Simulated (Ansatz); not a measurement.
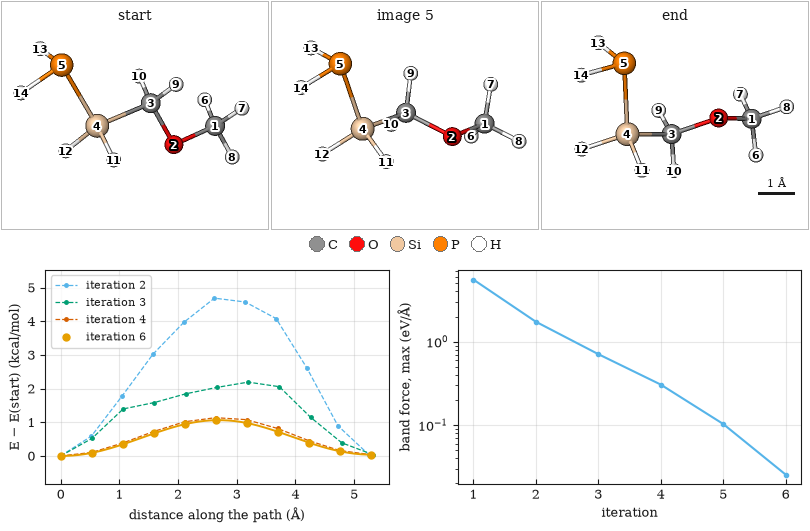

NEB run on C2H9OPSi. Images are numbered from 0 (start) to 10 (end). The plot follows the band through its iterations. The picture is a ball-and-stick view, seen from a free direction.

The calculation used Ansatz, RKS revPBE/STO-3G. Set-up: 9 movable images; climbing image; force threshold 0.05 eV/Å; iteration limit 47; starting path through a guess of the saddle point.

### Did the band converge, and can the barrier be trusted?

The result is final at these settings. The band converged in 6 iterations. The largest component of the band force went from 5.6 to 0.025 eV/Å. The climbing image converged on the top of the path. Its vibrational analysis gives one imaginary mode (53i cm⁻¹), as a transition state must have. The first iteration put the highest image at 41.47 kcal/mol. The barrier is about 1.06 kcal/mol in both directions, with image 5 at the top; the ends have nearly the same energy.

Limits of the set-up: STO-3G is a minimal basis, so the numbers are rough.
